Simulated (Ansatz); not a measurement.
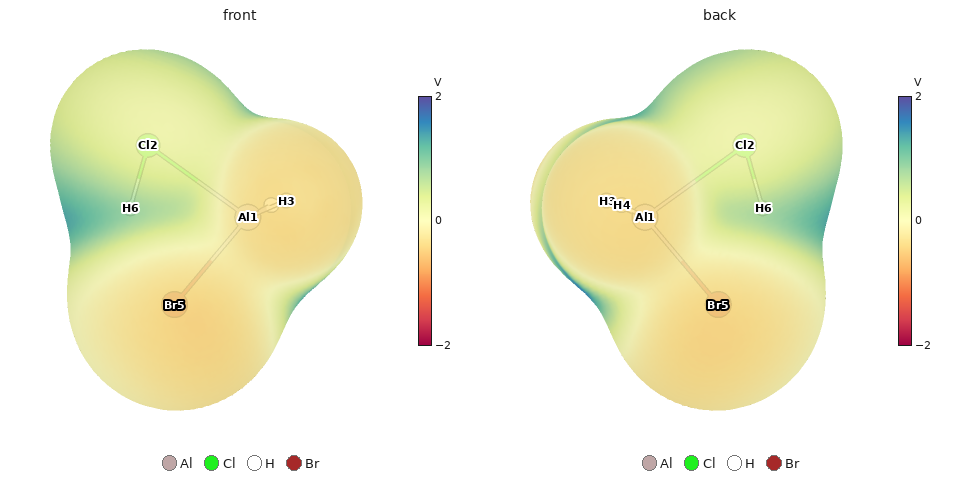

Figure. AlBrClH$_{3}$. The electrostatic potential painted on the density surface at 0.001 e/bohr³, seen from the front and from behind; red is negative and blue positive.

Method: RKS PBE/def2-SVP in Ansatz.

```yaml
atoms:
  - { symbol: Al, position_ang: [0.0214, -0.4141, -0.0867] }
  - { symbol: Cl, position_ang: [0.0133, 0.0877, 2.4191] }
  - { symbol: H, position_ang: [1.4271, 0.1623, -0.5548] }
  - { symbol: H, position_ang: [-1.4142, 0.0886, -0.5490] }
  - { symbol: Br, position_ang: [0.0819, -2.6959, 0.5642] }
  - { symbol: H, position_ang: [0.0481, -1.2565, 2.2240] }
```

**Describe the electrostatic potential map.**

The most negative region (about −0.4 V) lies over Br5, the most positive (about +1.5 V) over Al1.
